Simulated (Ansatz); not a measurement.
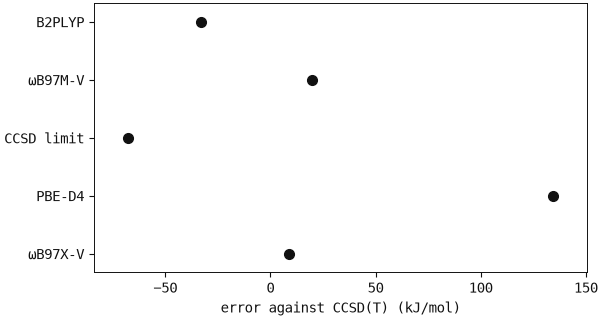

Error in the electronic atomisation energy (method less reference, so positive means overbinding) of C₄H₇F, SMILES C/C=C(\C)F: functionals in def2-TZVPP against frozen-core CCSD(T) at the limit (MP2 extrapolated from triple and quadruple zeta, plus CCSD(T) less MP2 in a smaller set), which gives 4884.3 kJ/mol, at a PBE0-D4/def2-TZVP geometry (no frequency check), no zero-point or spin-orbit term, the Ansatz code. The reference leaves out core correlation, a term that grows with the number of heavy atoms. B2PLYP holds a correlation term that converges slowly with the basis, so part of the distance to the limit is basis error. No dispersion term is added to B2PLYP. Limit means the basis limit.

Q: What range do the values span?

A: From −67.8 kJ/mol (CCSD limit) to 134.5 kJ/mol (PBE-D4).

Q: Give the values.

A:
```
     level  kJ/mol
    B2PLYP   −33.2
   ωB97M-V    19.7
CCSD limit   −67.8
    PBE-D4   134.5
   ωB97X-V     8.8
```
